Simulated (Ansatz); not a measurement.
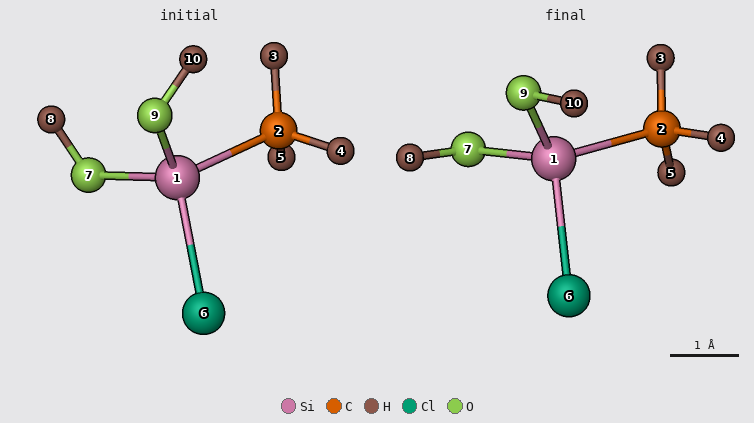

The structure of CH₅ClO₂Si before (left) and after (right) a relaxation, at one scale.

Style: ball-and-stick. Shown at a tilt.

The run prepares the start of a later molecular dynamics calculation, from a guessed geometry.

Theory: RKS BLYP-D4/STO-3G in Ansatz 0.2.0. Set-up: no spin polarisation; force threshold 0.02 eV/Å; at most 40 steps.

> Describe what moved and what it gained.

H10 moves most after the best rigid fit: 0.89 Å. By element the largest moves are H 0.89 Å, O 0.42 Å, Cl 0.32 Å, Si 0.29 Å, C 0.14 Å. Near-neighbour distances that change, for instance: Si1–O9 1.679 → 1.718 Å, Si1–Cl6 2.130 → 2.169 Å, O7–H8 1.010 → 1.038 Å, Si1–O7 1.679 → 1.707 Å. Bond angles that change, for instance: C2–Si1–O9 109.5° → 117.1°, Si1–O7–H8 109.5° → 104.4°, Si1–O9–H10 109.5° → 104.7°. Groups turn about Si1–O9 by about 75°, Si1–O7 by about 70°. The energy falls by 10.3 kcal/mol in 13 geometry steps. Largest force component: 1.8 eV/Å at the start, 0.01 eV/Å at the end. The run took 15 s on 1 thread of AMD EPYC 9R45 96-Core Processor (Zen 5) (shared host), peak memory 0.17 GiB.

Limits of the set-up: STO-3G is a minimal basis, so the numbers are rough.
